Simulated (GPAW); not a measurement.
# PH$_{3}$S: frequency calculation

PH$_{3}$S, computed with optPBE-vdW/plane waves, scalar-relativistic datasets (GPAW 26.7.0).

The geometry was optimised with optPBE-vdW/pw.

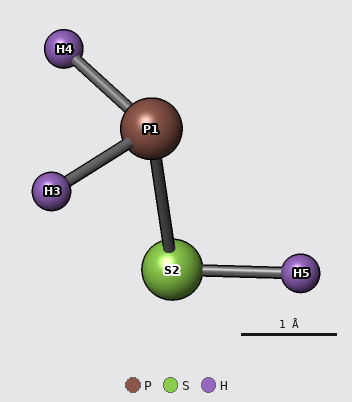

**Figure 1.** The structure as given in the input (ball-and-stick view, seen at a tilt; atoms are numbered from 1 in the order of the input). Bond lengths as drawn: H–P 1.43 Å, H–S 1.35 Å and P–S 2.16 Å.

**Input (molecule_vib.py)**
```python
from ase.io import read
from ase.thermochemistry import IdealGasThermo
from ase.vibrations import Vibrations
from gpaw import GPAW, PW

# Set up the molecule
atoms = read('relaxed.xyz')

# GPAW settings
calc = GPAW(mode=PW(400),
            xc={'name': 'optPBE-vdW', 'backend': 'libvdwxc'},
            occupations={'name': 'fermi-dirac', 'width': 0.02},
            convergence={'density': 1e-05},
            maxiter=120,
            symmetry='off',
            txt='molecule.txt')
atoms.calc = calc

energy = atoms.get_potential_energy()
vib = Vibrations(atoms, delta=0.01)
vib.run()
vib.summary()
freqs = vib.get_frequencies()
zpe = vib.get_zero_point_energy()

thermo = IdealGasThermo(vib_energies=vib.get_energies(), potentialenergy=energy, atoms=atoms, geometry='nonlinear',
                        symmetrynumber=1, spin=0.0, ignore_imag_modes=True)
H = thermo.get_enthalpy(298.15, verbose=False)
S = thermo.get_entropy(298.15, 100000.0, verbose=False)
G = thermo.get_gibbs_energy(temperature=298.15, pressure=100000.0)
```

**File relaxed.xyz**
```
5
Lattice="13.0 0.0 0.0 0.0 13.0 0.0 0.0 0.0 13.0" Properties=species:S:1:pos:R:3:magmoms:R:1:forces:R:3 free_energy=-36.403002316142725 energy=-36.403002316142725 dipole="-0.07180307983849367 -0.0653128645149443 0.07197671832445558" magmom=0.0 pbc="F F F"
P        6.27391197       5.93164494       6.97579054       0.00000000       0.00944833      -0.00579579      -0.02488169
S        7.57253279       7.39398913       6.07031125       0.00000000      -0.00286226      -0.00750249      -0.00319919
H        7.04971799       4.77808935       6.62530587       0.00000000      -0.02390137       0.00641724      -0.00090812
H        5.40168881       5.76481778       5.85041956       0.00000000       0.01243116      -0.01270539       0.01587808
H        7.56668824       8.20631594       7.15267263       0.00000000       0.00417956       0.01925563       0.01301565
```

Launched with:
```bash
python3 -u molecule_vib.py | tee molecule_vib.out
```

**Output**
```
---------------------
  #    meV     cm^-1
---------------------
  0    2.1i     17.3i
  1    2.0i     16.5i
  2    0.6i      5.2i
  3    1.2       9.6
  4    1.3      10.6
  5    4.9      39.1
  6   23.5     189.4
  7   56.6     456.3
  8   89.1     718.8
  9   99.0     798.8
 10  112.9     910.3
 11  137.2    1106.6
 12  283.5    2286.9
 13  284.2    2292.5
 14  321.5    2593.3
---------------------
Zero-point energy: 0.707 eV
Enthalpy components at T = 298.15 K:
===============================
Enthalpy components at T = 298.15 K:
===============================
E_pot                -36.403 eV
E_ZPE                  0.704 eV
Cv_trans (0->T)        0.039 eV
Cv_rot (0->T)          0.039 eV
Cv_vib (0->T)          0.030 eV
-------------------------------
U                    -35.592 eV
===============================
(C_v -> C_p)           0.026 eV
-------------------------------
H                    -35.567 eV
===============================

Entropy components at T = 298.15 K and P = 100000.0 Pa:
=================================================
{"":15s}{"S":13s}     {"T*S:13s}
S_trans (1 bar)    0.0016699 eV/K        0.498 eV
S_rot              0.0009563 eV/K        0.285 eV
S_elec             0.0000000 eV/K        0.000 eV
S_vib              0.0001604 eV/K        0.048 eV
S (1 bar -> P)    -0.0000000 eV/K       -0.000 eV
-------------------------------------------------
S                  0.0027866 eV/K        0.831 eV
=================================================

Free energy components at T = 298.15 K and P = 100000.0 Pa:
=======================
    H        -35.567 eV
 -T*S         -0.831 eV
-----------------------
    G        -36.397 eV
=======================
```

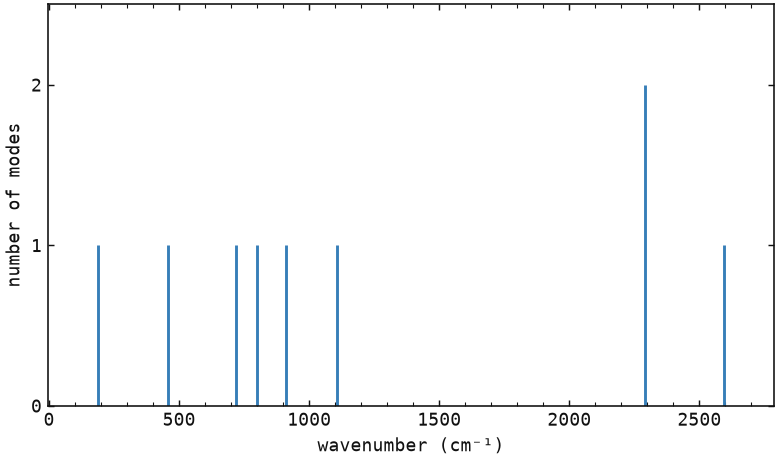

**Figure 2.** Harmonic vibrational wavenumbers from the force constants; neighbouring modes closer than 11 cm⁻¹ are counted in one stick. 9 modes from 189 to 2593 cm⁻¹, none imaginary.

**Results in brief**

| quantity | value |
| --- | --- |
| outcome | converged |
| energy relative to the program's reference atoms | −36.4030 eV |
| zero-point energy | 0.025864 hartree |
| wavenumbers, lowest and highest | 189 and 2593 cm⁻¹ |
| hardware | 1 thread of Arm Neoverse V1, 24 GiB of memory available, shared host |
| wall time | 15 min |
| peak memory | 0.93 GiB |
